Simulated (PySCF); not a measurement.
# Run report: C₂H₉N₂Si, EPR calculation

System: C₂H₉N₂Si, multiplicity 2.
Method: UKS B3LYP, pcH-1 on C H N Si, non-relativistic, mean-field spin-orbit, GIAO (PySCF 2.14.0).

It belongs to a series of runs on one base structure; here: H removed from sp3 C.

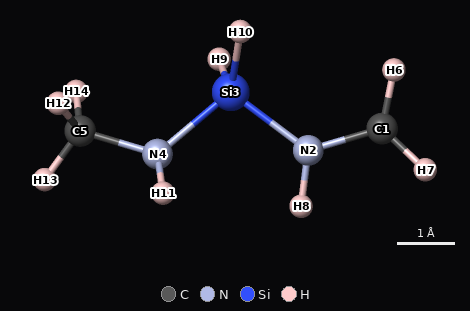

Fig. 1: The structure (ball-and-stick view, seen at a tilt; atoms are numbered from 1 in the order of the input). Bond lengths as drawn: C–H 1.07 to 1.10 Å, C–N 1.37 to 1.44 Å, H–N 1.01 Å, H–Si 1.47 Å and N–Si 1.72 to 1.73 Å.

## Results in brief

- outcome: converged
- total energy: −480.635126 hartree
- ⟨S²⟩: 0.753
- isotropic g: 2.0028
- hardware: 1 CPU thread, shared host
- wall time: 31 s
- peak memory: 0.76 GiB

## Input
```
{"job": {"kind": "epr", "basis": "pcH-1"}, "charge": 0, "multiplicity": 2}
C     -2.859108     0.170684     0.100278
N     -1.528913     0.491848     0.050105
Si    -0.238406    -0.552389    -0.429310
N      1.144948     0.430369    -0.150027
C      2.469563    -0.002303    -0.515502
H     -3.118616    -0.865708     0.050959
H     -3.560459     0.890111     0.471841
H     -1.354362     1.484195     0.100890
H     -0.205629    -0.889615    -1.860064
H     -0.372123    -1.788238     0.359965
H      1.164423     0.980120     0.696806
H      2.918734    -0.668676     0.230070
H      3.126112     0.860601    -0.645531
H      2.413157    -0.541472    -1.457697
```

The first line tells a small driver script what to run in PySCF; the rest is the geometry in Å.

Run as:
```bash
OMP_NUM_THREADS=1 python <driver script> task.json out
```

## Log
```
UKS, coarse grid
  cycle   1  E = -480.57351160  |g| = 3.76e-01
  cycle   2  E = -480.52788782  |g| = 4.99e-01
  cycle   3  E = -480.63360861  |g| = 5.91e-02
  cycle   4  E = -480.63480805  |g| = 2.66e-02
  cycle   5  E = -480.63513529  |g| = 5.77e-03
  cycle   6  E = -480.63515336  |g| = 1.16e-03
  cycle   7  E = -480.63515462  |g| = 5.05e-04
UKS, final grid
  cycle   1  E = -480.63512591  |g| = 4.11e-04
  cycle   2  E = -480.63512591  |g| = 4.35e-04
  cycle   3  E = -480.63512599  |g| = 9.15e-05
  cycle   4  E = -480.63512600  |g| = 2.91e-05
E = -480.63512600 Eh   <S^2> = 0.7531 (exact 0.7500)
g shifts (ppm)      1          2          3
  rmc          -163       -163       -163
  gc              2         36         29
  oz_so           9        790       1195
  total        -152        664       1061
hyperfine (MHz)  atom isotope    a_iso     a_fc   dipolar eigenvalues
    0   13C      93.69      93.77    -70.11    -69.46    139.57
    1   14N       3.84       3.88    -11.50    -10.81     22.31
    2  29Si       6.43       6.41     -3.23      1.34      1.89
    3   14N      -0.05      -0.06     -0.49     -0.20      0.70
    4   13C      -0.56      -0.56     -0.20     -0.13      0.33
    5    1H     -50.55     -50.56    -34.06      0.36     33.70
    6    1H     -47.23     -47.25    -34.26      0.76     33.50
    7    1H     -11.01     -11.02    -12.55     -5.73     18.28
    8    1H      12.78      12.78     -2.30     -1.80      4.10
    9    1H       3.63       3.63     -2.43     -2.06      4.49
   10    1H       0.26       0.26     -2.06     -0.82      2.88
   11    1H       1.16       1.16     -0.53     -0.51      1.03
   12    1H       0.32       0.32     -0.49     -0.45      0.94
   13    1H       0.44       0.44     -0.65     -0.50      1.15
```

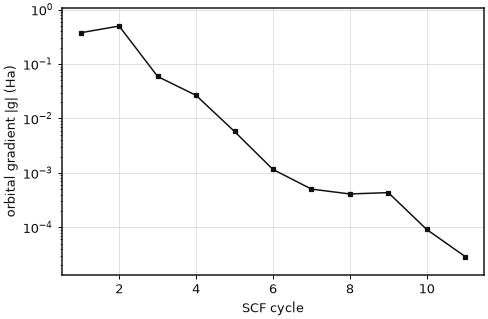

Fig. 2: Convergence of the self-consistent field: orbital gradient |g| against the SCF cycle. All cycles printed in the log are drawn one after another.

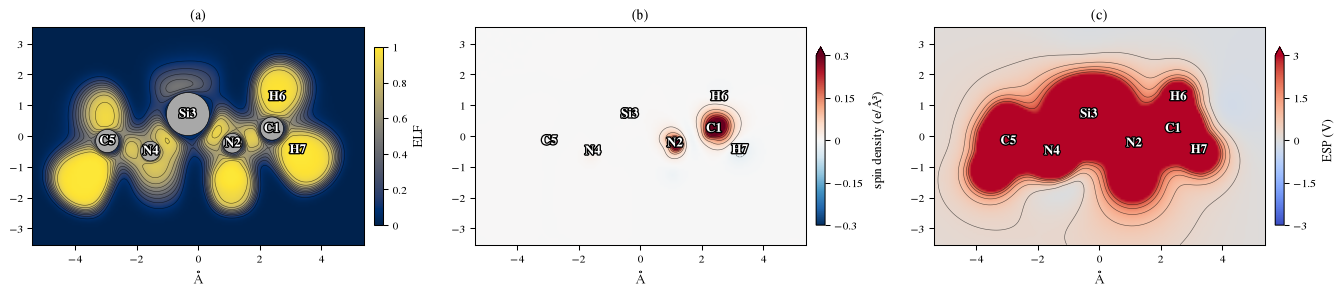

Fig. 3: (a) electron localisation function; (b) spin density; (c) electrostatic potential on the plane of atoms C1, N2 and Si3. Grey discs, where drawn, cover atomic cores. The section cuts through C, N, Si and H sites. C–N (1.37 Å): the ELF peaks at about 0.90 between the atoms (a shared electron pair). Si–N (1.72 Å): the ELF peaks at about 0.90 between the atoms (a shared but strongly polarised pair). C–N (1.44 Å): the ELF peaks at about 0.90 between the atoms (a covalent bond). C–H (1.07 Å): the ELF climbs to about 1 towards the hydrogen, as it does in any bond to H; a covalent bond by its length. The unpaired spin (1 electron) lies mostly on C1 (about 0.6) and N2 (about 0.2), in electrons by Hirshfeld's partition. The potential has no marked negative region in this plane.

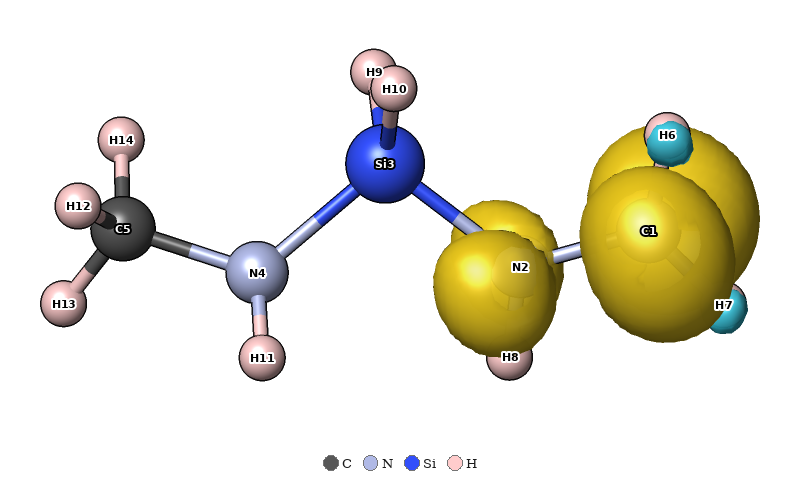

Fig. 4: Isosurfaces of the spin density at +0.03 (yellow) and −0.03 e/Å³ (cyan), seen face on. The unpaired spin (1 electron) lies mostly on C1 (about 0.6) and N2 (about 0.2), in electrons by Hirshfeld's partition.
